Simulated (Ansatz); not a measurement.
## Electronic structure of CClF$_{3}$Si (SMILES F[Si-](F)(F)=[C+]Cl) (triplet) in real space

Input

```
crystal:
  periodic: [false, false, false]
  atoms:
    - {symbol: C, position_ang: [-1.493302, -2.516451, -0.894347]}
    - {symbol: Cl, position_ang: [-2.501129, -3.290100, -1.950797]}
    - {symbol: F, position_ang: [-2.609461, -0.728742, 1.004711]}
    - {symbol: F, position_ang: [-0.033056, -0.975205, 0.880668]}
    - {symbol: F, position_ang: [-1.317594, 0.314558, -0.962493]}
    - {symbol: Si, position_ang: [-1.373796, -0.956647, 0.010857]}
basis:
  gaussian: {orbitals: def2-TZVPD}
magnetization: {spin_polarized: true, initial_magnetization: 2}
hamiltonian: {xc: pbe0}
output: {forces: true, orbitals: {seedname: orbitals}}
```

Command:

```sh
ansatz run input.yaml --threads 1 --pin off --max-ram 2610MiB --events-out events.jsonl --progress --plain --runs-dir runs
```

Geometry: r2SCAN-D4/def2-SVP.

All numbers below come from isolated molecule in a Gaussian basis; Kohn-Sham density functional theory, functional PBE0 in Ansatz 0.2.0.

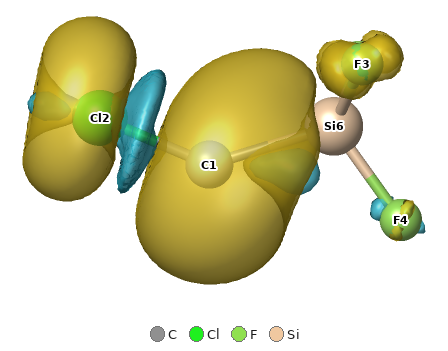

Figure 1. Isosurfaces of the spin density at +0.015 (yellow) and −0.015 e/Å³ (cyan), seen across its widest extent.

Question: Which atoms carry the spin?

Answer: The unpaired spin (2 electrons) lies mostly on C1 (about 1.3), Cl2 (about 0.4) and Si6 (about 0.2), in electrons by Hirshfeld's partition.

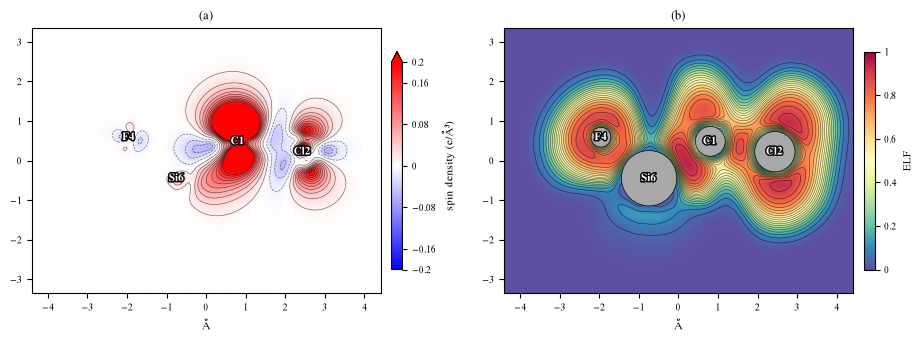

Figure 2. (a) spin density; (b) electron localisation function on the plane of atoms C1, Si6 and F4. Grey discs cover the atomic cores in the ELF map.

Question: Interpret the plot.

Answer: The plane passes through C, Cl, F and Si nuclei.
Si–F (1.60 Å): the ELF peaks at about 0.85 in the valence shell of F, 0.6 Å from its nucleus, and is about 0.60 at the midpoint.
C–Cl (1.65 Å): the ELF peaks at about 0.85 between the atoms; localised, covalent bonding.
C–Si (1.81 Å): the ELF peaks at about 0.95 between the atoms (a shared electron pair).
The ELF also peaks beside Cl2 and F4, away from the bonds: non-bonding electrons, paired or unpaired.

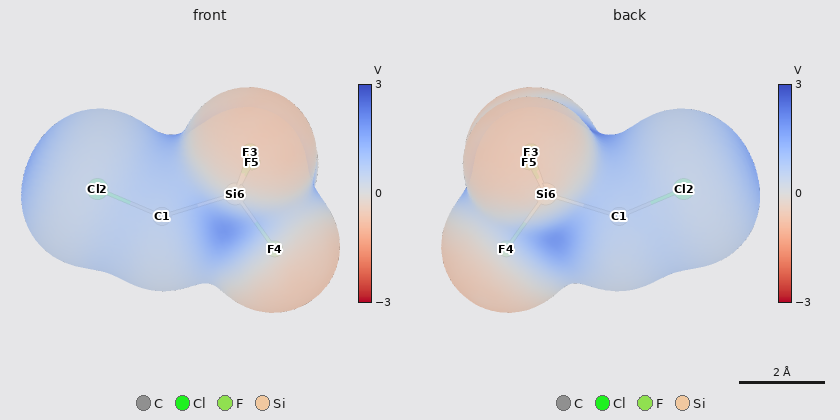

Figure 3. The molecular electrostatic potential painted on the density surface at 0.002 e/bohr³, seen from the front and from behind; the colour scale runs from red (negative) to blue (positive).

Question: Describe the electrostatic potential map.

Answer: The most negative region (about −0.6 V) lies over F3, F4 and F5, the most positive (about +2.0 V) over Si6. Cl2 shows a σ-hole: about +1.4 V at the tip opposite its bond, against about +0.4 V on its flanks.

Question: What dipole moment does the calculation give?

Answer: Its dipole moment is 1.92 D.

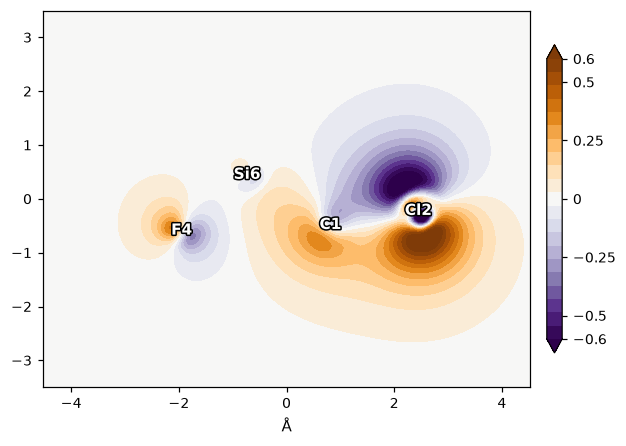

Figure 4. One frontier orbital on the plane of atoms Cl2, C1 and Si6 (values in Å⁻³ᐟ²; the overall sign is arbitrary).

Question: Which orbital is it: HOMO (β) or LUMO (β)?

Answer: The HOMO (β), at −11.01 eV. By Hirshfeld shares it lies mainly on Cl2 (about 80 %) and C1 (about 15 %); largely a lone pair of Cl2.
